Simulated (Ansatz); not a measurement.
# ZnSe (Stilleite, F-43m): thermal expansion from first principles

Aim: the lattice, expansion, heat capacity and bulk modulus of ZnSe (Stilleite) as it warms.

Method: DFT LDA, scalar-relativistic, plane waves, PAW; PAW set soft_1, in Ansatz 0.2.0.

## (1) Starting point

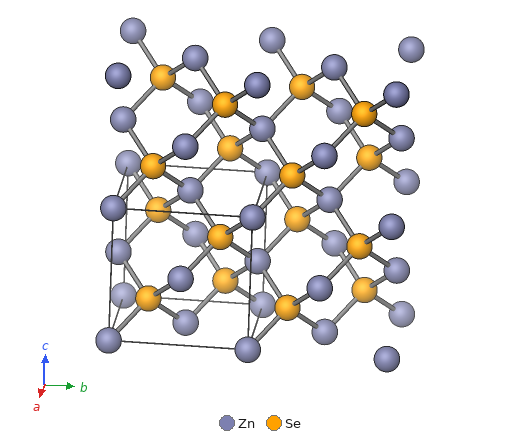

Start, viewed slightly off an axis; zinc blue, selenium orange. 1×2×2 cells are drawn. This picture shows the conventional cell, with its axes. Bonds to atoms that aren't drawn are left out. Some periodic images of atoms are drawn too.

## (2) Probe on a coarse mesh

A cheap single point shows whether the cell is a metal or an insulator and how far it is from rest; that sets the k-mesh and the occupations of what follows.

input.yaml

```yaml
crystal:
  lattice:
    - [0.0, 2.8338, 2.8338]
    - [2.8338, 0.0, 2.8338]
    - [2.8338, 2.8338, 0.0]
  atoms:
    - { symbol: Zn, position: [0.0, 0.0, 0.0] }
    - { symbol: Se, position: [0.25, 0.25, 0.25] }
kpoints:
  mp_grid: { grid: [6, 6, 6] }
hamiltonian:
  xc: lda
  pseudopotentials: { kind: paw, azcp: { folder: soft_1 }, xc_functional: pbe }
scf:
  occupations: { method: gaussian, width: 0.1 }
  lower_state_search: "off"
output:
  forces: true
  stress: true
  eigenvalues: true
```

Command:

```
> ansatz run input.yaml --threads 8 --pin off --max-ram 16384MiB --backend cpu --events-out ev --progress --plain --runs-dir out
```

Numbers of over 12 decimals in the logs are rounded to 6 here.

Output:

```text
Engine: ansatz 0.2.0, aarch64-unknown-linux-gnu
Pseudopotentials: kind: paw
Pseudopotential: Zn, paw, valence charge 12, recommended cutoff 420 eV (normal), soft_1/Zn.paw.azcp
Pseudopotential: Se, paw, valence charge 16, recommended cutoff 420 eV (normal), soft_1/Se.paw.azcp
Functional definition: SPW92
  exchange = slater_x
  correlation = pw_c
Crystal: 2 atoms, lattice volume = 45.513 Å³
Basis set: ecut = 420 eV, 893 PW (Γ)
Bands: 18, of which v1, the nominal top of the filled ones, is band 14 counted from 1 (13 counted from 0)
Symmetry: 24 space group operations
Space group: F-43m (ITA 216), of the structure as read, at distance tolerance 3.6e-5 Å
k-points: 16 of 216 (time reversal used)
Non-local potential: Zn, projectors of the file, l = 0: 2, l = 1: 2, l = 2: 3, l = 3: 1
Non-local potential: Se, projectors of the file, l = 0: 2, l = 1: 2, l = 2: 3, l = 3: 1
PAW form: soft (Blöchl's): semilocal exchange-correlation on the pseudo side does not see the compensation charge
PAW frozen core: Zn, regenerated for the run's functional, and the local potential with it (the file was generated under x = pbe(κ = 0.804, μ = 0.219515), c = pbe(β = 0.066725))
PAW frozen core: Se, regenerated for the run's functional, and the local potential with it (the file was generated under x = pbe(κ = 0.804, μ = 0.219515), c = pbe(β = 0.066725))
PAW one-centre angular grid: Zn, 590 points (default); XC on 64 Gauss nodes
PAW one-centre angular grid: Se, 590 points (default); XC on 64 Gauss nodes
Initial density: superposition of atomic densities (chi_scale 0.1, normalization cell, long waves kept (reshape's long-wave potential 0.00 eV rms))
Initial wavefunctions: pseudopotential atomic-orbital guess
Functional: x = slater, c = lda
SCF iter   1: F=—  HF=-8631.186252 eV  |F-HF|=—  |Δ(HF+E_count)|=         —  Δρ=5.91e-2  dr2=1.02e0  ethr=3.10e-3  ⟨swp⟩=5.6  Hψ=1577  notcnv=0
preconditioner: auto → none  [insulator: Δε(μ)=0.970 eV  Ē_g=12.766 eV  σ=0.100 eV  W_gap=1.00  n_scr=14 (ndim 8)  ℏωp=23.4 eV  f_vac=0.060  D(μ)=0.00/eV (n_scr^D=0)  ε∞_Penn≈4.3]
SCF iter   2: F=—  HF=-8630.925189 eV  |F-HF|=—  |Δ(HF+E_count)|=   2.61e-1  Δρ=2.61e-2  dr2=1.97e-1  ethr=3.10e-3  ⟨swp⟩=3.0  Hψ=665  notcnv=0
SCF iter   3: F=—  HF=-8630.835516 eV  |F-HF|=—  |Δ(HF+E_count)|=   8.97e-2  Δρ=1.14e-2  dr2=3.08e-2  ethr=7.05e-4  ⟨swp⟩=2.1  Hψ=601  notcnv=0
SCF iter   4: F=—  HF=-8630.827621 eV  |F-HF|=—  |Δ(HF+E_count)|=   7.89e-3  Δρ=2.78e-3  dr2=1.95e-3  ethr=1.10e-4  ⟨swp⟩=2.0  Hψ=607  notcnv=0
SCF iter   5: F=—  HF=-8630.827857 eV  |F-HF|=—  |Δ(HF+E_count)|=   2.36e-4  Δρ=1.04e-3  dr2=3.26e-4  ethr=6.95e-6  ⟨swp⟩=2.0  Hψ=475  notcnv=0
SCF iter   6: F=—  HF=-8630.827931 eV  |F-HF|=—  |Δ(HF+E_count)|=   7.39e-5  Δρ=5.50e-5  dr2=1.09e-6  ethr=1.17e-6  ⟨swp⟩=2.8  Hψ=506  notcnv=0
SCF iter   7: F=—  HF=-8630.827929 eV  |F-HF|=—  |Δ(HF+E_count)|=   1.38e-6  Δρ=1.81e-5  dr2=1.33e-7  ethr=3.57e-10  ⟨swp⟩=7.2  Hψ=1689  notcnv=0
SCF iter   8: F=-8630.827929 eV  HF=-8630.827929 eV  |F-HF|=6.02e-9  |Δ(HF+E_count)|=   4.96e-8  Δρ=6.22e-6  dr2=9.03e-9  ethr=3.57e-10  ⟨swp⟩=4.4  Hψ=973  notcnv=0
SCF 1 converged in 8 iterations: F = -8630.827929 eV  dr2 = 9.03e-9
  greatest PAW one-centre occupation: 1.000 electrons in one spin orbital (limit 2), on the Se atom at site 1 (counted from 0), in its partial waves of l = 2
SCF converged after 8 iterations
Free energy (F): -8630.827929 eV
Harris-Foulkes:  -8630.827929 eV  (|F-HF|=6.02e-9)
Internal energy: -8630.827929 eV  (E = F + TS)
E sigma→0 (E₀):  -8630.827929 eV
Fermi energy:    6.738808 eV
--- Per-component energies (eV) ---
  E_band       = -400.729003
  E_kinetic    = 259.084095
  E_local      = -4849.670759  (includes V_loc(G=0)·N_el)
  E_nonlocal   = 472.096755
  E_hartree    = 2238.487668
  E_xc         = -162.341313
  E_vxc        = -141.997801  (∫ρ·V_xc dr)
  E_paw        = -3871.315367  (= ΣΔE_a)
  E_vpaw       = -617.220236  (= ΣTr[D̂ρ^β])
  E_aug_tail   = -0.000667  (compensation charges beyond the density's cutoff)
  E_ewald      = -2720.942845
  E_core_change = 3.774503  (= ΣΔE_core)
  E_smearing   = -0.000000  (= −TS)
  E_closure    = 0.000000  (closes the sum)
  Σ components = -8630.827929   (vs F -8630.827929, Δ=0.00e0)
--- Forces (eV/Å), atoms counted from 1 ---
  atom   1  Zn     0.00000000    -0.00000000     0.00000000
  atom   2  Se    -0.00000000    -0.00000000    -0.00000000
  max |Σ_I F_I| component: 2.24e-16 eV/Å
--- Stress (GPa, compression-positive) ---
       -3.378350       0.000000      -0.000000
       -0.000000      -3.378350       0.000000
       -0.000000       0.000000      -3.378350
  P = ⅓ Tr σ = -3.3784 GPa (-33.784 kbar)
--- Band table (eV; the first three rows and the last of 16) ---
  k-point 0: bands = [... 10 lower, -0.0824, 6.2204, 6.2204, 6.2204, 7.2467, 11.9309, 11.9309, 11.9309]
  k-point 1: bands = [... 10 lower, -0.0842, 4.2441, 5.9650, 5.9650, 8.5734, 11.9525, 12.3340, 12.3340]
  k-point 2: bands = [... 10 lower, -0.0762, 2.0888, 5.5343, 5.5343, 8.7068, 12.6086, 12.6086, 13.5928]
  k-point 15: bands = [... 10 lower, 0.1891, 1.4451, 3.5624, 3.6354, 10.5360, 10.9037, 14.3338, 14.6703]
```

Elapsed: 0.92 s, on 8 threads of Arm Neoverse V2, shared host; peak memory 0.32 GiB.

This step gave:

- pressure: -3.378 GPa
- gap on the k-mesh: 1.026 eV
- volume per atom: 22.76 Å³/atom

The start is under -3.4 GPa at this level and looks like an insulator or semiconductor on this mesh.

## (3) Finding the static equilibrium

The vibrations must be taken about the equilibrium of this functional, not about the starting cell, so the structure is relaxed.

input.yaml, the sections that differ from step 2:

```yaml
kpoints:
  mp_grid: { grid: [8, 8, 8] }
scf:
  occupations: { method: gaussian, width: 0.02 }
  lower_state_search: "off"
relax:
  adjacent_minimum: "off"
  f_tol: 0.005
  max_steps: 80
  cell: { stress_tol: 0.05 }
# crystal, hamiltonian, output: as in step 2
```

Output:

```text
[...]
Crystal: 2 atoms, lattice volume = 45.513 Å³
Basis set: ecut = 420 eV, 893 PW (Γ)
Bands: 18, of which v1, the nominal top of the filled ones, is band 14 counted from 1 (13 counted from 0)
Symmetry: 24 space group operations
[...]
k-points: 29 of 512 (time reversal used)
[...]
SCF iter   1: F=—  HF=-8631.193122 eV  |F-HF|=—  |Δ(HF+E_count)|=         —  Δρ=5.91e-2  dr2=1.02e0  ethr=3.10e-3  ⟨swp⟩=6.0  Hψ=2828  notcnv=0
[...]
SCF iter   8: F=-8630.834059 eV  HF=-8630.834059 eV  |F-HF|=6.46e-9  |Δ(HF+E_count)|=   5.61e-8  Δρ=6.49e-6  dr2=9.87e-9  ethr=3.57e-10  ⟨swp⟩=4.5  Hψ=1749  notcnv=0
SCF 1 converged in 8 iterations: F = -8630.834059 eV  dr2 = 9.87e-9
[...]
relax step   1: F+E_penalty+E_count = -8630.83405861 eV  Δ(F+E_penalty+E_count) = +0.000e0 eV  max|allowed force component| = 1.087e-16 eV/Å  Δτ_max = 0.0000 Å  P = -3.400 GPa  Ω = 45.513 Å³  (8 SCF iters, dr2 threshold 1.00e-7 eV, accepted)
Crystal: 2 atoms, lattice volume = 43.679 Å³
Basis set: ecut = 420 eV, 869 PW (Γ)
[...]
iter 1 solved again at ethr=3.73e-6 eV; its pass at ethr=3.10e-3 eV (dr2=1.04e-3 eV) is discarded
[...]
SCF iter   5: F=-8630.859497 eV  HF=-8630.859497 eV  |F-HF|=8.86e-9  |Δ(HF+E_count)|=   5.03e-8  Δρ=1.06e-5  dr2=3.89e-8  ethr=7.14e-10  ⟨swp⟩=6.3  Hψ=2510  notcnv=0
SCF 2 converged in 5 iterations: F = -8630.859497 eV  dr2 = 3.89e-8
relax step   2: F+E_penalty+E_count = -8630.85949722 eV  Δ(F+E_penalty+E_count) = -2.544e-2 eV  max|allowed force component| = 4.019e-17 eV/Å  Δτ_max = 0.0000 Å  P = -0.866 GPa  Ω = 43.679 Å³  energy of the carried Pulay correction = +4.408e-4 eV  (5 SCF iters, dr2 threshold 2.00e-7 eV, accepted)
Crystal: 2 atoms, lattice volume = 43.085 Å³
[...]
SCF iter   4: F=-8630.861102 eV  HF=-8630.861102 eV  |F-HF|=4.65e-8  |Δ(HF+E_count)|=   2.82e-6  Δρ=2.65e-5  dr2=1.58e-7  ethr=7.14e-10  ⟨swp⟩=4.3  Hψ=2684  notcnv=0
SCF 3 converged in 4 iterations: F = -8630.861102 eV  dr2 = 1.58e-7
relax step   3: F+E_penalty+E_count = -8630.86110187 eV  Δ(F+E_penalty+E_count) = -1.605e-3 eV  max|allowed force component| = 2.862e-17 eV/Å  Δτ_max = 0.0000 Å  P = +0.091 GPa  Ω = 43.085 Å³  energy of the carried Pulay correction = +5.874e-4 eV  (4 SCF iters, dr2 threshold 2.00e-7 eV, accepted)
[...]
relax step   4: F+E_penalty+E_count = -8630.86110361 eV  Δ(F+E_penalty+E_count) = -1.739e-6 eV  max|allowed force component| = 3.094e-17 eV/Å  Δτ_max = 0.0000 Å  P = -0.002 GPa  Ω = 43.141 Å³  energy of the carried Pulay correction = +5.735e-4 eV  (4 SCF iters, dr2 threshold 2.07e-8 eV, accepted)
[...]
SCF iter   6: F=-8630.860505 eV  HF=-8630.860505 eV  |F-HF|=3.64e-12  |Δ(HF+E_count)|=  4.37e-11  Δρ=1.33e-7  dr2=3.04e-12  ethr=1.00e-12  ⟨swp⟩=4.7  Hψ=2759  notcnv=0
SCF 5 converged in 6 iterations: F = -8630.860505 eV  dr2 = 3.04e-12
relax step   5: F+E_penalty+E_count = -8630.86050545 eV  Δ(F+E_penalty+E_count) = +5.982e-4 eV  max|allowed force component| = 3.412e-17 eV/Å  Δτ_max = 0.0000 Å  P = -0.001 GPa  Ω = 43.141 Å³  stress off target by 1.33e-3 GPa  SCF on the basis re-selected at this cell (its energy is not comparable with the rows above)  (6 SCF iters)
basis re-selected at this cell: Δ(F+E_penalty+E_count) = +5.982e-4 eV, ΔP = +0.000 GPa vs the last step (what re-selecting the basis moved, of the pressure what is left beyond the Pulay correction that the steps carried, after the strain that the cell walked since its last selection, with what the two solves' SCF thresholds leave and, on support functions, any second-order correction that the steps lacked; it is no m [...]
SCF converged after 6 iterations
Free energy (F): -8630.860505 eV
[...]
Internal energy: -8630.860505 eV  (E = F + TS)
E sigma→0 (E₀):  -8630.860505 eV
Fermi energy:    7.581288 eV
[...]
--- Stress (GPa, compression-positive) ---
       -0.001326      -0.000000       0.000000
       -0.000000      -0.001326       0.000000
        0.000000       0.000000      -0.001326
  P = ⅓ Tr σ = -0.0013 GPa (-0.013 kbar)
--- Band table (eV; the first three rows and the last of 29) ---
  k-point 0: bands = [... 10 lower, 0.5018, 6.9580, 6.9580, 6.9580, 8.2043, 12.6540, 12.6540, 12.6540]
  k-point 1: bands = [... 10 lower, 0.5000, 5.5432, 6.7882, 6.7882, 9.2300, 12.6069, 12.9272, 12.9272]
  k-point 2: bands = [... 10 lower, 0.5015, 3.7030, 6.4295, 6.4295, 9.6493, 13.3241, 13.3241, 13.5120]
  k-point 28: bands = [... 10 lower, 0.8476, 1.9407, 3.9332, 4.0000, 12.3062, 12.6439, 13.8860, 14.5191]
--- Relaxed structure (4 steps of the walk, 4 accepted, 1 SCFs on fresh bases) ---
  F+E_penalty+E_count = -8630.86050545 eV   max|allowed force component| = 3.412e-17 eV/Å   (the final SCF, on the basis selected at the relaxed cell)
  cell:  # Å, volume = 43.1406 Å³
    - [0, 2.783675, 2.783675]
    - [2.783675, 0, 2.783675]
    - [2.783675, 2.783675, 0]
  atoms:
    - { symbol: Zn, position: [0, 0, 0] }
    - { symbol: Se, position: [0.25, 0.25, 0.25] }
```

The job ended after 2.3 s (8 threads; peak memory 0.39 GiB).

Step by step:

```csv
step,energy less that of the first step (eV),largest force component (eV/Å),pressure (GPa),volume (Å³)
1,0.0000,0.0000,-3.40,45.51
2,-0.0254,0.0000,-0.87,43.68
3,-0.0270,0.0000,0.09,43.08
4,-0.0270,0.0000,0.00,43.14
5*,-0.0264,0.0000,0.00,43.14
```

Relaxation steps marked * repeat the geometry before them on a plane-wave basis chosen anew for their cell, so energy and pressure can jump there.

Forces are held to the 24 operations that the run works with; a distortion that breaks them can't arise in this run.

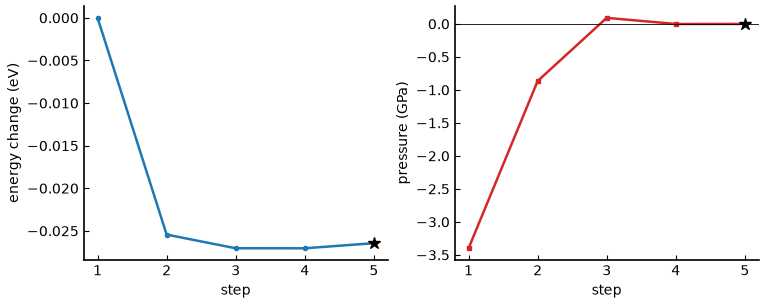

Energy and pressure along the relaxation. Stars mark steps on a basis chosen anew.

```csv
"conventional cell, symmetrised",before,after,change
a (Å),5.668,5.567,-1.8 %
b (Å),5.668,5.567,-1.8 %
c (Å),5.668,5.567,-1.8 %
volume (Å³/atom),22.76,21.57,-5.2 %
```

Final coordinates:

```cif
data_structure
_symmetry_space_group_name_H-M 'P 1'
_symmetry_Int_Tables_number 1
_cell_length_a 3.9367
_cell_length_b 3.9367
_cell_length_c 3.9367
_cell_angle_alpha 60.000
_cell_angle_beta 60.000
_cell_angle_gamma 60.000
_cell_volume 43.14
loop_
_atom_site_label
_atom_site_type_symbol
_atom_site_fract_x
_atom_site_fract_y
_atom_site_fract_z
_atom_site_occupancy
Zn1 Zn 0.00000 0.00000 0.00000 1
Se2 Se 0.25000 0.25000 0.25000 1
```

Numbers from this step:

```
pressure          : -0.001326 GPa
gap on the k-mesh : 1.246 eV
volume per atom   : 21.57 Å³/atom
```

The relaxation ends with a pressure of 0.00 GPa.

## (4) Relaxing to small residual forces and stress

The thresholds are tightened for a last relaxation ahead of the phonons, and where mesh or smearing change with them the cell follows.

input.yaml, the sections that differ from step 3:

```yaml
crystal:
  lattice:
    - [0.0, 2.7836754434, 2.7836754434]
    - [2.7836754434, 0.0, 2.7836754434]
    - [2.7836754434, 2.7836754434, 0.0]
  atoms:
    - { symbol: Zn, position: [0.0, 0.0, 0.0] }
    - { symbol: Se, position: [0.25, 0.25, 0.25] }
scf:
  occupations: { method: fixed }
  lower_state_search: "off"
relax:
  adjacent_minimum: "off"
  f_tol: 0.001
  max_steps: 60
  cell: { stress_tol: 0.01 }
# kpoints, hamiltonian, output: as in step 3
```

Output:

```text
[...]
Crystal: 2 atoms, lattice volume = 43.141 Å³
Basis set: ecut = 420 eV, 869 PW (Γ)
Bands: 18, of which v1, the nominal top of the filled ones, is band 14 counted from 1 (13 counted from 0)
Symmetry: 24 space group operations
[...]
k-points: 29 of 512 (time reversal used)
[...]
k-point 28: bands = [... 10 lower, 0.8476, 1.9407, 3.9332, 4.0000, 12.3062, 12.6439, 13.8860, 14.5191]
--- Relaxed structure (1 steps of the walk, 1 accepted, 1 SCFs on fresh bases) ---
[...]
cell:  # Å, volume = 43.1406 Å³
    - [0.0, 2.7836754434, 2.7836754434]
    - [2.7836754434, 0.0, 2.7836754434]
    - [2.7836754434, 2.7836754434, 0.0]
  atoms:
    - { symbol: Zn, position: [0.0, 0.0, 0.0] }
    - { symbol: Se, position: [0.250000, 0.250000, 0.250000] }
[key lines of the parts left out:]
SCF converged after 6 iterations
Free energy (F): -8630.860505 eV
Fermi energy:    6.957966 eV
P = ⅓ Tr σ = -0.0013 GPa (-0.013 kbar)
```

Run time: 1.1 s. Hardware: 8 threads; peak memory 0.37 GiB; 5.9 s of CPU time.

Little changed from the start: no atom moved by 0.005 Å and no cell edge by 0.1 %.

This step gave:

```yaml
pressure: -0.001325 GPa
```

The residual pressure is -0.0013 GPa, small enough for phonons.

(Continued in part 2 of 2.)

[Logs are printed without paths, hosts, clocks, repeated set-up lines and the standing remarks that a program may print on its own settings, such as how far it seeks lower states.]

[Hosts, paths, dates, database ids (printed as entryN), source tags and the programs' standing remarks are cut or masked in the printed files.]

[A step with changed settings may run another functional than the one named; its input shows which.]
